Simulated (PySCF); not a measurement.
Consider C5H11FO2Si.

Input

```
{"job": {"kind": "nmr", "xc": "PBE0", "basis": "pcSseg-1"}, "charge": 0, "multiplicity": 1}
C      3.242810     0.102522     0.026391
O      1.927927     0.392525    -0.362581
C      1.003449    -0.598457     0.028698
C     -0.382584    -0.193880    -0.440021
C     -0.864092     1.101818     0.228158
C     -2.389100     1.137731     0.110708
O     -2.903693    -0.178189     0.233973
Si    -1.826668    -1.360638    -0.028685
F     -2.294582    -2.253732    -1.284283
H      3.595558    -0.833088    -0.426678
H      3.325605     0.014773     1.117561
H      3.860670     0.929093    -0.318160
H      1.021252    -0.713472     1.124991
H      1.285941    -1.567600    -0.412738
H     -0.324542    -0.035567    -1.522042
H     -0.591252     1.071887     1.285035
H     -0.414554     1.987046    -0.217815
H     -2.845870     1.746849     0.894221
H     -2.697341     1.529126    -0.863659
H     -1.734082    -2.268071     1.092389
```

Launched as:

```sh
OMP_NUM_THREADS=1 python probes_run.py task.json out
```

Geometry: GFN2-xTB.

All numbers below come from PBE0/pcSseg-1, SCF density, gas phase, non-relativistic in PySCF 2.14.0.

What can the converged electron density and electron localisation function tell about the bonding?

C–O (1.40 Å): ρ is about 2.1 e/Å³ halfway, with its minimum of 1.8 e/Å³ about 0.5 Å from C; the ELF peaks at about 0.90 between the atoms (a shared but strongly polarised pair).
C–C (1.52 Å): the density is about 1.7 e/Å³ at the midpoint; the ELF peaks at about 0.95 between the atoms (a shared electron pair).
C–Si (1.90 Å): ρ is about 0.94 e/Å³ halfway; the ELF peaks at about 0.95 between the atoms, as expected for localised, covalent bonding.
C–H (1.09 Å): ρ at the midpoint is about 2 e/Å³; the ELF climbs to about 1 towards the hydrogen, as it does in any bond to H: an ordinary covalent bond to hydrogen.

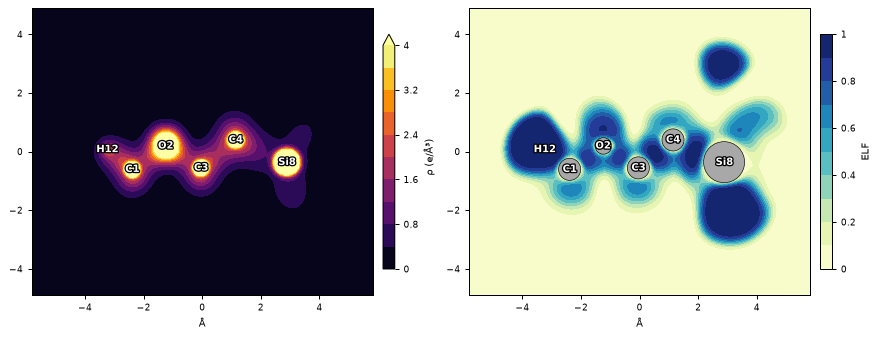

Computed electron density and electron localisation function on the plane of atoms C3, C4 and Si8, in this order. Grey discs cover the atomic cores in the ELF map. 
